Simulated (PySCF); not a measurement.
Consider H$_{8}$N$_{4}$Tl (charge −1).

Input

```
mol = gto.M(atom='''
Tl     0.00000    -0.00000     0.00000
N      1.20036     1.33158     1.33158
H      1.83057     0.69034     1.82491
H      1.83057     1.82491     0.69034
N     -1.20036    -1.33158     1.33158
H     -1.83057    -0.69034     1.82491
H     -1.83057    -1.82491     0.69034
N      1.20036    -1.33158    -1.33158
H      1.83057    -1.82491    -0.69034
H      1.83057    -0.69034    -1.82491
N     -1.20036     1.33158    -1.33158
H     -1.83057     1.82491    -0.69034
H     -1.83057     0.69034    -1.82491''',
    basis={'Tl': 'def2-SVP', 'N': 'def2-SVP', 'H': 'def2-SVP'},
    ecp={'Tl': 'def2-SVP'},
    charge=-1, spin=0)
mf = dft.RKS(mol, xc='PBE0')
mf.grids.atom_grid = (75, 302)  # f atoms: at least (60, 302), unpruned
mf = mf.density_fit()  # Tl def2-universal-JKFIT, N def2-universal-JKFIT, H def2-universal-JKFIT
mf.conv_tol = 1e-09; mf.max_cycle = 55
mf.kernel(dm0)
```

Run with:

```sh
OMP_NUM_THREADS=2 python run.py
```

Core potentials replace the inner electrons of Tl.

The calculation used PySCF 2.14.0, RKS PBE0, Tl def2-SVP with ECP60, N def2-SVP, H def2-SVP; non-relativistic Hamiltonian with scalar-relativistic core potentials where named; density fitting.

**What can the converged electron density and electron localisation function tell about the bonding?**

Tl–N (2.23 Å): ρ is about 0.59 e/Å³ halfway; the ELF peaks at about 0.85 in the valence shell of N, 0.6 Å from its nucleus, and drops to about 0.20 between the two atoms.
N–H (1.03 Å): ρ at the midpoint is about 2.6 e/Å³; the ELF climbs to about 1 towards the hydrogen, as it does in any bond to H (a covalent bond by its length).

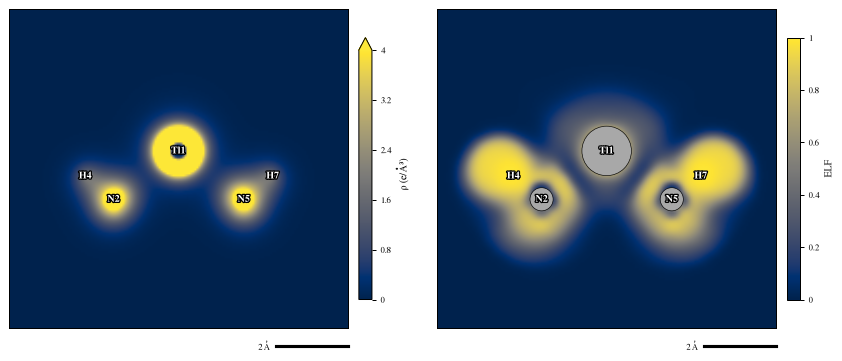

Computed electron density and electron localisation function on the plane of atoms N2, Tl1 and N5, in this order. Grey discs cover the atomic cores in the ELF map. 
